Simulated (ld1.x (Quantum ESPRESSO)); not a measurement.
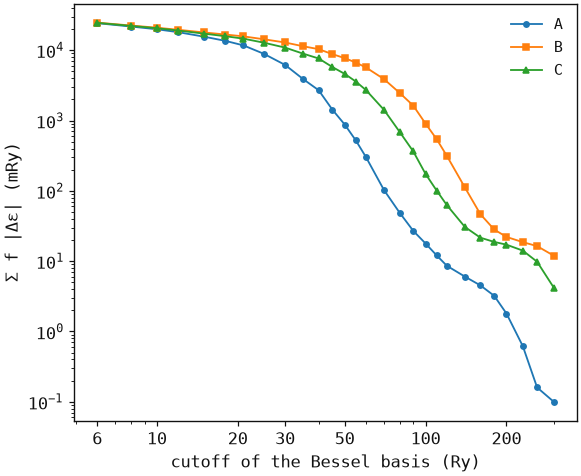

The occupation-weighted error of the valence levels in a spherical-Bessel basis for 3 variants of one potential.

Base settings:

Input of ld1.x (Quantum ESPRESSO) 7.5:

```
 &input
   title='Mg', zed=12., rel=2, dft='BP', iswitch=3,
   config='[Ne] 3s0 3p0', rel_dist='average',
   nld=3, rlderiv=1.35, eminld=-9.0, emaxld=5.0, deld=0.04
 /
 &inputp
   pseudotype=2, tm=.true., lloc=0,
   nlcc=.false.,
   file_pseudopw='Mg.UPF', file_wfcaegen='ae.wfc', file_wfcncgen='nc.wfc', file_beta='beta', file_chi='chi'
 /
2
2P  2  1   6.00   0.00  1.25  1.25  0.0
2S  1  0   2.00   0.00  0.65  0.65  0.0
 &test
   configts(1)='2s2 2p6 3s0 3p0'
 /
```

Run as:
```bash
ld1.x < Mg.in > Mg.out
```

Functional and relativity: BP86, fully relativistic.

### The variants differ in the scale factor on all radii: 0.80, 0.98, 1.28. Which curve belongs to which value?

A: 1.28; B: 0.80; C: 0.98.

### What did the other tests of these runs give?

A: loose cutoff 120 Ry; bound ghosts none; largest test error +983 meV. B: loose cutoff over 300 Ry; bound ghosts none; largest test error +128 meV. C: loose cutoff 260 Ry; bound ghosts none; largest test error +325 meV. The loose cutoff is the first of the cutoffs, on a coarse ladder, from which the occupation-weighted sum of valence levels, in a spherical-Bessel basis at the reference potential, stays within 10 and 1 mRy of its value at 400 Ry.
